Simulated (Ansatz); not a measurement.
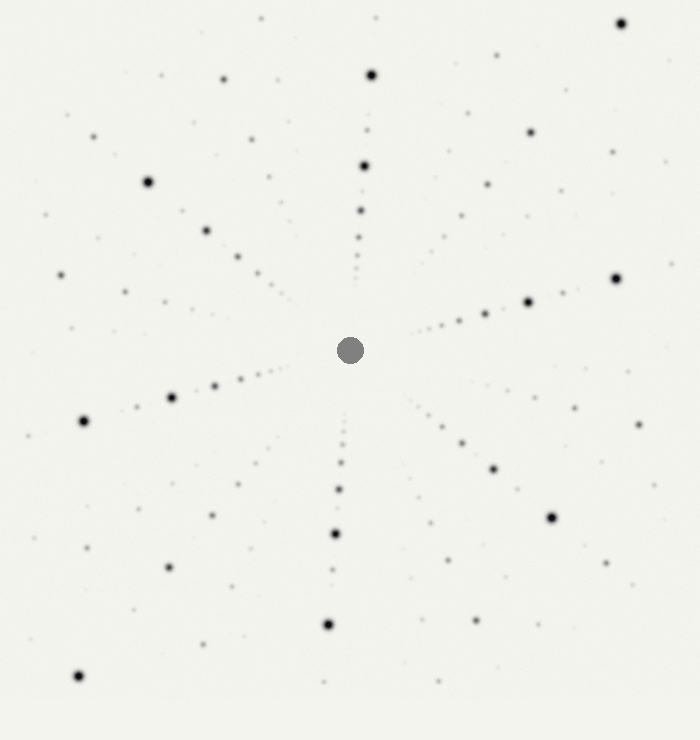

Simulated back-reflection Laue pattern (white X-rays, 0.45 to 2.2 Å, flat plate covering ±45° about the beam, kinematic intensities, seen from the source).

Question: Which symmetry elements lie along the beam?

Answer: 2mm: a twofold axis with two mirror lines.

The crystal is Ta, space group Im-3m (No. 229), a = 3.30 Å. Structure: the input geometry of an electronic-structure calculation (not necessarily at equilibrium).

Question: Which direction points towards the source?

Answer: [110] or one equivalent to it by a rotation of the Laue group. In Laue class m-3m no other family of directions with a member of indices 0 and ±1 has this symmetry.
